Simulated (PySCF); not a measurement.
C8H7N, SMILES `c1ccn2cccc2c1`.

Level of theory: 6-31G* basis (PySCF), at a geometry from GFN2-xTB. No frequency check shows the geometry to be a minimum.

Coordinates in Å:

```
C1       2.1208    0.6923    0.0000
C2       2.0768   -0.7225    0.0000
C3       0.8836   -1.3697    0.0000
N4      -0.2767   -0.6631    0.0000
C5      -1.5560   -1.0992    0.0000
C6      -2.3913   -0.0021    0.0000
C7      -1.5994    1.1475    0.0000
C8      -0.2754    0.7338    0.0000
C9       0.9591    1.4063    0.0000
H10      3.0774    1.1905    0.0000
H11      2.9937   -1.2892    0.0000
H12      0.7944   -2.4461    0.0000
H13     -1.7920   -2.1455    0.0000
H14     -3.4637   -0.0352    0.0000
H15     -1.9390    2.1638    0.0000
H16      0.9566    2.4851    0.0000
```

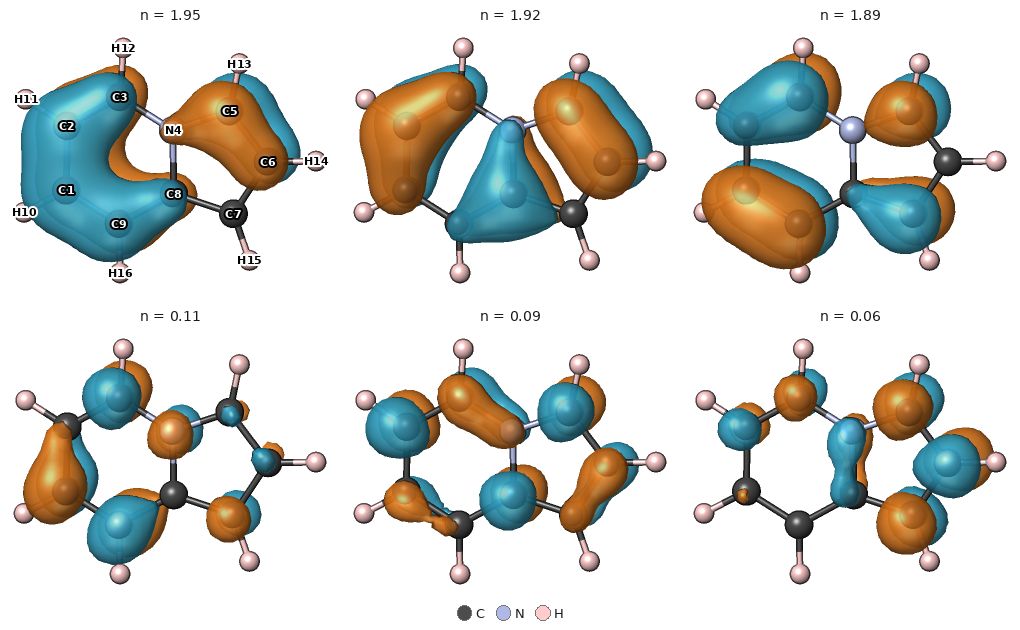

Natural orbitals of the π active space, CASSCF(10,9), singlet state, in order of falling occupation. Only those nearest the frontier are drawn.

**How multiconfigurational is the state?**

The leading determinant weighs 0.85; the effective number of unpaired electrons, Σ n²(2−n)², is 0.18; the most occupied of the weakly occupied orbitals holds 0.11 e, as in an ordinary closed-shell π system. The active space lowers the energy by 2.81 eV against Hartree–Fock.

**Where does the lowest triplet lie relative to the singlet, at this geometry and within this active space?**

3.18 eV above it by strongly contracted NEVPT2 (+2.96 eV by CASSCF); a small basis tends to put such gaps a few tenths of an eV too high. This is a vertical energy for π states alone; a state that uses lone pairs or σ orbitals may lie lower.

Cost of the run: 36 s on 1 thread of AMD EPYC 9R45 96-Core Processor (Zen 5) (shared host), peak memory 0.48 GiB.
